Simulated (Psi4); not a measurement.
## Geometry relaxation, with input and output: OF2 (part 2 of 4)

OF2 (oxygen difluoride), SMILES FOF; MP2/pcseg-1, RHF (Psi4 1.11). The atoms were displaced at random from an optimised geometry.

Geometry of the input (Å):
```
F  1.0253  -0.3290  0.5068
O  0.0101  0.5530  0.0451
F  -0.9888  -0.1894  -0.5954
```

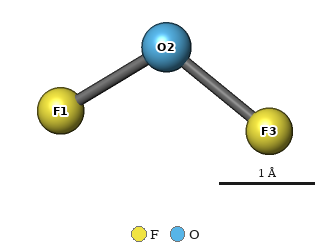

**Figure 1.** The input geometry (ball-and-stick view, seen at a tilt; atoms are numbered from 1 in the order of the input).

What the program printed, continued
```
  Minimum eigenvalue in the overlap matrix is 2.8729281789E-02.
  Reciprocal condition number of the overlap matrix is 9.7490490344E-03.
    Using symmetric orthogonalization.

  ==> Pre-Iterations <==

  SCF Guess: Orbitals guess was supplied from a previous computation.

   -------------------------------------------------------
    Irrep   Nso     Nmo     Nalpha   Nbeta   Ndocc  Nsocc
   -------------------------------------------------------
     A         42      42      13      13      13       0
   -------------------------------------------------------
    Total      42      42      13      13      13       0
   -------------------------------------------------------

  ==> Iterations <==

                           Total Energy        Delta E     RMS |[F,P]|

   @DF-RHF iter   0:  -273.34862003468703   -2.73349e+02   3.20735e-03
   @DF-RHF iter   1:  -273.35691986008590   -8.29983e-03   7.99604e-04 ADIIS/DIIS
   @DF-RHF iter   2:  -273.35793885976341   -1.01900e-03   5.97502e-04 ADIIS/DIIS
   @DF-RHF iter   3:  -273.35830572695937   -3.66867e-04   2.90326e-04 ADIIS/DIIS
   @DF-RHF iter   4:  -273.35861764137275   -3.11914e-04   8.22733e-05 DIIS
   @DF-RHF iter   5:  -273.35864323486783   -2.55935e-05   1.18147e-05 DIIS
   @DF-RHF iter   6:  -273.35864351973254   -2.84865e-07   4.43981e-06 DIIS
   @DF-RHF iter   7:  -273.35864354524784   -2.55153e-08   1.90210e-06 DIIS
   @DF-RHF iter   8:  -273.35864355064558   -5.39774e-09   5.82437e-07 DIIS
   @DF-RHF iter   9:  -273.35864355137278   -7.27198e-10   2.62450e-07 DIIS
   @DF-RHF iter  10:  -273.35864355159754   -2.24759e-10   1.06397e-07 DIIS
   @DF-RHF iter  11:  -273.35864355164711   -4.95675e-11   3.86301e-08 DIIS
   @DF-RHF iter  12:  -273.35864355165307   -5.96856e-12   6.46515e-09 DIIS
   @DF-RHF iter  13:  -273.35864355165330   -2.27374e-13   9.78767e-10 DIIS
   @DF-RHF iter  14:  -273.35864355165353   -2.27374e-13   1.74808e-10 DIIS
   @DF-RHF iter  15:  -273.35864355165324    2.84217e-13   5.69466e-11 DIIS
  Energy and wave function converged.

  ==> Post-Iterations <==

    Final Occupation by Irrep:
              A
    DOCC [    13 ]
    NA   [    13 ]
    NB   [    13 ]

  @DF-RHF Final Energy:  -273.35864355165324

   => Energetics <=

    Nuclear Repulsion Energy =             72.7802593705756919
    One-Electron Energy =                -525.4868778465850028
    Two-Electron Energy =                 179.3479749243561230
    Total Energy =                       -273.3586435516532447

Computation Completed

Properties will be evaluated at   0.000000,   0.000000,   0.000000 [a0]

Properties computed using the SCF density matrix

 Multipole Moments:

 ------------------------------------------------------------------------------------
     Multipole            Electronic (a.u.)      Nuclear  (a.u.)        Total (a.u.)
 ------------------------------------------------------------------------------------

 L = 1.  Multiply by 2.5417464519 to convert [e a0] to [Debye]
 Dipole X            :         -0.0252288            0.0258188            0.0005900
 Dipole Y            :         -0.2918761            0.5052094            0.2133333
 Dipole Z            :         -0.0000000           -0.0000000           -0.0000000
 Magnitude           :                                                    0.2133341

 ------------------------------------------------------------------------------------

	total time  =          0 seconds =       0.00 minutes

  //>>>>>>>>>>>>>>>>>>>>>>>>>>>>>>>>>>>//
  //               DFMP2               //
  //<<<<<<<<<<<<<<<<<<<<<<<<<<<<<<<<<<<//

  ==> Geometry <==

    Molecular point group: c1
    Full point group: Cs

    Geometry (in Bohr), charge = 0, multiplicity = 1:

       Center              X                  Y                   Z               Mass
    ------------   -----------------  -----------------  -----------------  -----------------
         F            2.062556194836    -0.627909143477    -0.000000000000    18.998403162730
         O            0.061062652541     1.194843774236    -0.000000000000    15.994914619570
         F           -2.113965353041    -0.378039829651     0.000000000000    18.998403162730

  Nuclear repulsion =   72.780259370575692
  Reference energy  = -273.358643551653245

  => Iterations <=

             Iter  Converged  Remaining    Residual
  CGR           1          0          1   1.784E-01
  CGR           2          0          1   3.064E-02
  CGR           3          0          1   8.155E-03
  CGR           4          0          1   3.160E-03
  CGR           5          0          1   7.420E-04
  CGR           6          0          1   2.893E-04
  CGR           7          0          1   1.147E-04
  CGR           8          0          1   4.410E-05
  CGR           9          0          1   8.997E-06
  CGR          10          0          1   2.215E-06
  CGR          11          1          0   5.657E-07

    CGRSolver converged.

   => Auxiliary Basis Set <=

  Basis Set: (PCSEG-1 AUX)
    Blend: DEF2-UNIVERSAL-JKFIT
    Number of shells: 75
    Number of basis functions: 231
    Number of Cartesian functions: 279
    Spherical Harmonics?: true
    Max angular momentum: 4

	-----------------------------------------------------------
	 ==================> DF-MP2 Energies <====================
	-----------------------------------------------------------
	 Reference Energy          =    -273.3586435516532447 [Eh]
	 Singles Energy            =      -0.0000000000000000 [Eh]
	 Same-Spin Energy          =      -0.1579041910105833 [Eh]
	 Opposite-Spin Energy      =      -0.4266685773728576 [Eh]
	 Correlation Energy        =      -0.5845727683834410 [Eh]
	 Total Energy              =    -273.9432163200366972 [Eh]
	-----------------------------------------------------------
	 ================> DF-SCS-MP2 Energies <==================
	-----------------------------------------------------------
	 SCS Same-Spin Scale       =       0.3333333333333333 [-]
	 SCS Opposite-Spin Scale   =       1.2000000000000000 [-]
	 SCS Same-Spin Energy      =      -0.0526347303368611 [Eh]
	 SCS Opposite-Spin Energy  =      -0.5120022928474292 [Eh]
	 SCS Correlation Energy    =      -0.5646370231842903 [Eh]
	 SCS Total Energy          =    -273.9232805748375199 [Eh]
	-----------------------------------------------------------

  -Total Gradient:
     Atom            X                  Y                   Z
    ------   -----------------  -----------------  -----------------
       1       -0.003993182389     0.000629367230     0.000000000000
       2       -0.003993141334    -0.003637466564     0.000000000000
       3        0.007986323723     0.003008099333    -0.000000000000

	total time  =          1 seconds =       0.02 minutes

    			-----------------------------------------

    			 OPTKING 3.0: for geometry optimizations

    			        with contributions from

    			-----------------------------------------

	                            ===> Fragment 1 <==

	 Z (Atomic Numbers)          Masses                          Geom
	       9.000000            18.998403          2.06255619 -0.62790914 -0.00000000
	       8.000000            15.994915          0.06106265  1.19484377 -0.00000000
	       9.000000            18.998403         -2.11396535 -0.37803983  0.00000000

	 - Coordinate -           - BOHR/RAD -       - ANG/DEG -
	 R(1,2)           =         2.707103           1.432537
	 R(2,3)           =         2.684159           1.420396
	 B(1,2,3)         =         1.776801         101.803205

	        --- Internal Coordinate Step in ANG or DEG, aJ/ANG or AJ/DEG ---
	-------------------------------------------------------------------------------
	           Coordinate      Previous         Force          Change          New
	           ----------      --------        ------          ------        ------
	               R(1,2)       1.43254        0.02781        0.00447       1.43701
	               R(2,3)       1.42040        0.06784        0.00990       1.43030
	             B(1,2,3)     101.80321        0.00046        0.90467     102.70787
	-------------------------------------------------------------------------------

	                                 ==> Convergence Check <==

	Measures of convergence in internal coordinates in au.

	Criteria marked as inactive (o), active & met (*), and active & unmet ( ).

	----------------------------------------------------------------------------------------------
	   Step    Total Energy     Delta E     Max Force     RMS Force      Max Disp      RMS Disp
	----------------------------------------------------------------------------------------------
	  Convergence Criteria     1.00e-06 *    3.00e-04 *             o    1.20e-03 *             o
	----------------------------------------------------------------------------------------------
	     2    -273.94321632   -2.42e-03      8.23e-03      6.20e-03 o    1.87e-02      1.50e-02 o  ~
	----------------------------------------------------------------------------------------------

Next Geometry in Ang
	Fragment 1 (Ang)

	    F   1.1032764255  -0.3307792455  -0.0000000000
	    O   0.0340761077   0.6293290248  -0.0000000000
	    F  -1.1322441240  -0.1985909554   0.0000000000

    Structure for next step:
    Molecular point group: c1
    Full point group: Cs

    Geometry (in Bohr), charge = 0, multiplicity = 1:

    F            2.085075631772    -0.625392827809    -0.000000000000
    O            0.064579857827     1.188948853843    -0.000000000000
    F           -2.139445954543    -0.375593162506     0.000000000000

gradient() will perform analytic gradient computation.
    SCF Algorithm Type (re)set to DF.

  ==> Geometry <==

    Molecular point group: c1
    Full point group: Cs

    Geometry (in Bohr), charge = 0, multiplicity = 1:

       Center              X                  Y                   Z               Mass
    ------------   -----------------  -----------------  -----------------  -----------------
         F            2.085075631772    -0.625392827809    -0.000000000000    18.998403162730
         O            0.064579857827     1.188948853843    -0.000000000000    15.994914619570
         F           -2.139445954543    -0.375593162506     0.000000000000    18.998403162730

  Running in c1 symmetry.

  Rotational constants: A =      1.86827  B =      0.35386  C =      0.29751 [cm^-1]
  Rotational constants: A =  56009.21776  B =  10608.51466  C =   8919.16591 [MHz]
  Nuclear repulsion =   72.292576623236542

  Charge       = 0
  Multiplicity = 1
  Electrons    = 26
  Nalpha       = 13
  Nbeta        = 13

   => Auxiliary Basis Set <=

  Basis Set: (PCSEG-1 AUX)
    Blend: DEF2-UNIVERSAL-JKFIT
    Number of shells: 75
    Number of basis functions: 231
    Number of Cartesian functions: 279
    Spherical Harmonics?: true
    Max angular momentum: 4

  Minimum eigenvalue in the overlap matrix is 2.9483425847E-02.
  Reciprocal condition number of the overlap matrix is 1.0072284506E-02.
    Using symmetric orthogonalization.

  ==> Iterations <==

                           Total Energy        Delta E     RMS |[F,P]|

   @DF-RHF iter   0:  -273.35405100000440   -2.73354e+02   7.74085e-04
   @DF-RHF iter   1:  -273.35706574811803   -3.01475e-03   1.21473e-04 ADIIS/DIIS
   @DF-RHF iter   2:  -273.35708658542927   -2.08373e-05   6.55940e-05 DIIS
   @DF-RHF iter   3:  -273.35709270672567   -6.12130e-06   3.91265e-05 DIIS
   @DF-RHF iter   4:  -273.35709675565249   -4.04893e-06   1.94881e-05 DIIS
   @DF-RHF iter   5:  -273.35709782628425   -1.07063e-06   4.49117e-06 DIIS
   @DF-RHF iter   6:  -273.35709788798135   -6.16971e-08   1.07261e-06 DIIS
   @DF-RHF iter   7:  -273.35709788952352   -1.54216e-09   3.43006e-07 DIIS
   @DF-RHF iter   8:  -273.35709788964658   -1.23066e-10   1.35140e-07 DIIS
   @DF-RHF iter   9:  -273.35709788967472   -2.81375e-11   3.05436e-08 DIIS
   @DF-RHF iter  10:  -273.35709788967762   -2.89901e-12   6.23672e-09 DIIS
   @DF-RHF iter  11:  -273.35709788967802   -3.97904e-13   1.80526e-09 DIIS
   @DF-RHF iter  12:  -273.35709788967802    0.00000e+00   7.46176e-10 DIIS
   @DF-RHF iter  13:  -273.35709788967807   -5.68434e-14   2.33188e-10 DIIS
   @DF-RHF iter  14:  -273.35709788967819   -1.13687e-13   8.80160e-11 DIIS
  Energy and wave function converged.

  ==> Post-Iterations <==

    Final Occupation by Irrep:
              A
    DOCC [    13 ]
    NA   [    13 ]
    NB   [    13 ]

  @DF-RHF Final Energy:  -273.35709788967819

   => Energetics <=

    Nuclear Repulsion Energy =             72.2925766232365419
    One-Electron Energy =                -524.5217712686699087
    Two-Electron Energy =                 178.8720967557551944
    Total Energy =                       -273.3570978896781867

Computation Completed

Properties will be evaluated at   0.000000,   0.000000,   0.000000 [a0]

Properties computed using the SCF density matrix

 Multipole Moments:

 ------------------------------------------------------------------------------------
     Multipole            Electronic (a.u.)      Nuclear  (a.u.)        Total (a.u.)
 ------------------------------------------------------------------------------------

 L = 1.  Multiply by 2.5417464519 to convert [e a0] to [Debye]
 Dipole X            :         -0.0214129            0.0273060            0.0058930
 Dipole Y            :         -0.2899408            0.5027169            0.2127762
 Dipole Z            :          0.0000000           -0.0000000            0.0000000
 Magnitude           :                                                    0.2128578

 ------------------------------------------------------------------------------------

	total time  =          0 seconds =       0.00 minutes

  //>>>>>>>>>>>>>>>>>>>>>>>>>>>>>>>>>>>//
  //               DFMP2               //
  //<<<<<<<<<<<<<<<<<<<<<<<<<<<<<<<<<<<//

  ==> Geometry <==

    Molecular point group: c1
    Full point group: Cs

    Geometry (in Bohr), charge = 0, multiplicity = 1:

       Center              X                  Y                   Z               Mass
    ------------   -----------------  -----------------  -----------------  -----------------
         F            2.085075631772    -0.625392827809    -0.000000000000    18.998403162730
         O            0.064579857827     1.188948853843    -0.000000000000    15.994914619570
         F           -2.139445954543    -0.375593162506     0.000000000000    18.998403162730

  Nuclear repulsion =   72.292576623236542
  Reference energy  = -273.357097889678187

  => Iterations <=

             Iter  Converged  Remaining    Residual
  CGR           1          0          1   1.805E-01
  CGR           2          0          1   3.116E-02
  CGR           3          0          1   7.952E-03
  CGR           4          0          1   2.949E-03
  CGR           5          0          1   6.234E-04
  CGR           6          0          1   2.699E-04
  CGR           7          0          1   1.051E-04
  CGR           8          0          1   4.217E-05
  CGR           9          0          1   9.311E-06
  CGR          10          0          1   2.270E-06
  CGR          11          1          0   4.604E-07

    CGRSolver converged.

   => Auxiliary Basis Set <=

  Basis Set: (PCSEG-1 AUX)
    Blend: DEF2-UNIVERSAL-JKFIT
    Number of shells: 75
    Number of basis functions: 231
    Number of Cartesian functions: 279
    Spherical Harmonics?: true
    Max angular momentum: 4

	-----------------------------------------------------------
	 ==================> DF-MP2 Energies <====================
	-----------------------------------------------------------
	 Reference Energy          =    -273.3570978896781867 [Eh]
	 Singles Energy            =      -0.0000000000000000 [Eh]
	 Same-Spin Energy          =      -0.1581780611744902 [Eh]
	 Opposite-Spin Energy      =      -0.4280995552450551 [Eh]
	 Correlation Energy        =      -0.5862776164195453 [Eh]
	 Total Energy              =    -273.9433755060977091 [Eh]
	-----------------------------------------------------------
	 ================> DF-SCS-MP2 Energies <==================
	-----------------------------------------------------------
	 SCS Same-Spin Scale       =       0.3333333333333333 [-]
	 SCS Opposite-Spin Scale   =       1.2000000000000000 [-]
	 SCS Same-Spin Energy      =      -0.0527260203914967 [Eh]
	 SCS Opposite-Spin Energy  =      -0.5137194662940661 [Eh]
	 SCS Correlation Energy    =      -0.5664454866855628 [Eh]
	 SCS Total Energy          =    -273.9235433763637388 [Eh]
	-----------------------------------------------------------

  -Total Gradient:
     Atom            X                  Y                   Z
    ------   -----------------  -----------------  -----------------
       1        0.000084859398    -0.000025417476    -0.000000000000
       2       -0.002070845577    -0.001430918516     0.000000000000
       3        0.001985986180     0.001456335993     0.000000000000
```
